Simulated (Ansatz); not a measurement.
## CH$_{6}$ClGaSi: phonon calculation

The run: phonon calculation of CH$_{6}$ClGaSi, SMILES [SiH3][CH2][GaH][Cl]. Method and program: RKS PBE0-D4/def2-TZVP (Ansatz 0.2.0).

The geometry comes from this level: PBE0-D4/def2-TZVP. Figures and captions count atoms from 1; the log counts them from 0 in places.

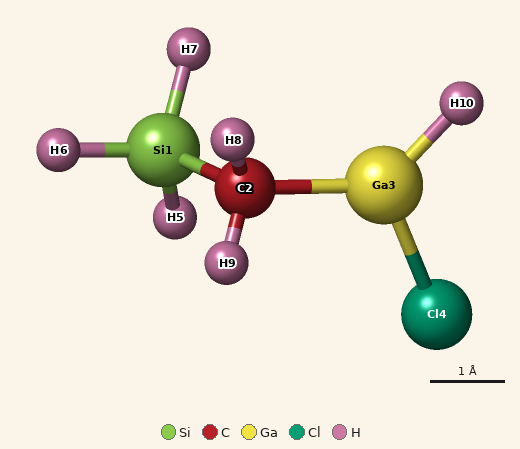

Figure 1. The structure as given in the input (ball-and-stick view, seen at a tilt; atoms are numbered from 1 in the order of the input). Sticks mark near contacts.

### The input
```yaml
crystal:
  periodic: [false, false, false]
  atoms:
    - {symbol: Si, position_ang: [-0.963083, 1.055697, 0.349975]}
    - {symbol: C, position_ang: [0.332087, -0.247927, 0.706320]}
    - {symbol: Ga, position_ang: [1.137666, -0.996525, -0.905500]}
    - {symbol: Cl, position_ang: [0.019541, -2.598399, -1.818147]}
    - {symbol: H, position_ang: [-2.077828, 0.470926, -0.440126]}
    - {symbol: H, position_ang: [-1.515071, 1.629702, 1.606263]}
    - {symbol: H, position_ang: [-0.363994, 2.164352, -0.443774]}
    - {symbol: H, position_ang: [1.117705, 0.190777, 1.328488]}
    - {symbol: H, position_ang: [-0.138818, -1.065966, 1.259146]}
    - {symbol: H, position_ang: [2.451795, -0.602636, -1.642636]}
basis:
  gaussian: {orbitals: def2-TZVP}
hamiltonian: {xc: pbe0, dispersion: d4}
phonons: {temperatures: {t_min: 298.15, t_max: 900, t_step: 200}}
```

Command:
```bash
ansatz run in.yaml --threads 2 --pin off --events-out ev --progress --plain --max-ram 4352MiB
```

### What the program printed
```
Functional definition: PBE0
  name "PBE0"
  cite "Adamo & Barone, J. Chem. Phys. 110, 6158 (1999) doi:10.1063/1.478522"
  cite "Perdew, Burke & Ernzerhof, Phys. Rev. Lett. 77, 3865 (1996) doi:10.1103/PhysRevLett.77.3865"
  parent pbe
  parameter a = 0.25
  parameter kappa = 0.804
  parameter beta = 0.06672455060314922
  exchange = (1 - a)*pbe_x(kappa = kappa, mu = beta*pi^2/3) + a*exact_x
  correlation = pbe_c(beta = beta)
1393 factors; their error is unknown
mean field evaluation 1: about -73893.1155 eV, gradient 5.7e1 eV
mean field evaluation 2: about -73887.0782 eV, gradient 7.3e1 eV
mean field evaluation 4: about -73899.6881 eV, gradient 2.6e0 eV
mean field evaluation 8: about -73899.6991 eV, gradient 2.9e-2 eV
mean field evaluation 16: about -73899.9529 eV, gradient 5.7e-5 eV
mean field -73899.95286185 eV, -2715.7731764858 hartree, gradient 5.7e-5 eV, S^2 0.000000; 0 other end points of the search recorded, 0 dependent functions left out
the calculation of the forces begins
reference -73899.95289750 eV, -2715.7731777960 hartree; 37, 37 occupied and 152, 152 virtual orbitals, 1393 factors
these checks for a lower state are left out or cut short: stability, starts, cluster_reference, orbital_swaps, neighbouring_geometries, increment
1393 factors; their error is unknown
mean field -73899.95275621 eV, -2715.7731726037 hartree, gradient 1.6e-6 eV, S^2 0.000000; 0 other end points of the search recorded, 0 dependent functions left out
[... from here on the field's lines of each further geometry are left out, up to the last ...]
the calculation of the forces begins
reference -73899.95287076 eV, -2715.7731768132 hartree; 37, 37 occupied and 152, 152 virtual orbitals, 1393 factors
these checks for a lower state are left out or cut short: stability, starts, cluster_reference, orbital_swaps, neighbouring_geometries, increment
1393 factors; their error is unknown
mean field -73899.95286196 eV, -2715.7731764899 hartree, gradient 2.9e-6 eV, S^2 0.000000; 0 other end points of the search recorded, 0 dependent functions left out
the calculation of the forces begins
reference -73899.95289761 eV, -2715.7731778001 hartree; 37, 37 occupied and 152, 152 virtual orbitals, 1393 factors
Total energy: -73900.16405155 eV, -2715.7809375640 hartree
Atom 0 at    -0.963083     1.055697     0.349975 Å, force     0.002656    -0.003816    -0.000129 eV/Å
Atom 1 at     0.332087    -0.247927     0.706320 Å, force    -0.000290     0.000773     0.000378 eV/Å
Atom 2 at     1.137666    -0.996525    -0.905500 Å, force    -0.002177     0.000693     0.002950 eV/Å
Atom 3 at     0.019541    -2.598399    -1.818147 Å, force    -0.000261    -0.000477    -0.000715 eV/Å
Atom 4 at    -2.077828     0.470926    -0.440126 Å, force    -0.001420    -0.000494    -0.000549 eV/Å
Atom 5 at    -1.515071     1.629702     1.606263 Å, force    -0.000986     0.000609     0.001236 eV/Å
Atom 6 at    -0.363994     2.164352    -0.443774 Å, force     0.000990     0.002370    -0.000964 eV/Å
Atom 7 at     1.117705     0.190777     1.328488 Å, force     0.000063     0.000543    -0.000103 eV/Å
Atom 8 at    -0.138818    -1.065966     1.259146 Å, force    -0.000053    -0.000271    -0.000549 eV/Å
Atom 9 at     2.451795    -0.602636    -1.642636 Å, force     0.001479     0.000070    -0.001555 eV/Å
Dipole moment:     0.247095     0.255530     0.354610 e Å
Vibrations: 25.40 85.59 123.11 167.06 404.62 433.94 484.47 503.82 601.84 686.42 741.08 765.86 934.05 947.39 953.64 992.25 1005.20 1382.81 2013.15 2212.40 2219.34 2230.93 3064.58 3131.18 cm⁻¹, zero-point energy 1.618622 eV
```

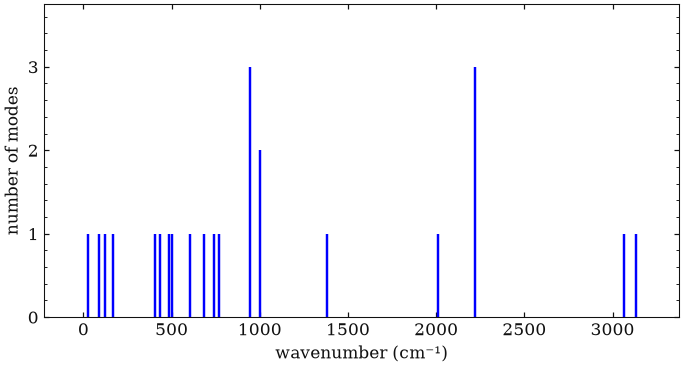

Figure 2. Harmonic vibrational wavenumbers from the force constants; neighbouring modes closer than 14 cm⁻¹ are counted in one stick. 24 modes from 25 to 3131 cm⁻¹, none imaginary.

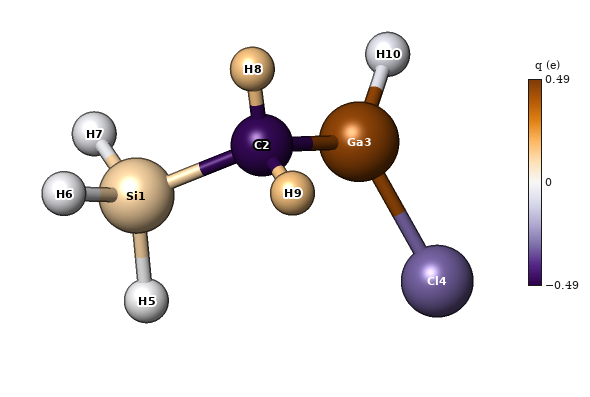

Figure 3. Mulliken charges, as the colour of each atom (ball-and-stick view, seen at a tilt; atoms are numbered from 1 in the order of the input). By element: Si +0.12, C −0.46, Ga +0.45, Cl −0.31 and H −0.05 to +0.16 e.

### Key numbers

```tsv
quantity	value
outcome	converged
total energy	−73900.1641 eV
mean-field energy	−73899.9529 eV
dispersion energy	−0.2112 eV
largest force (length of the vector)	0.005 eV/Å
dipole moment	2.41 D
hardware	2 threads of INTEL XEON PLATINUM @ 2.30GHz, 23 GiB of memory available, shared host
wall time	2.8 min (CPU time 5.4 min)
peak memory	0.63 GiB
```
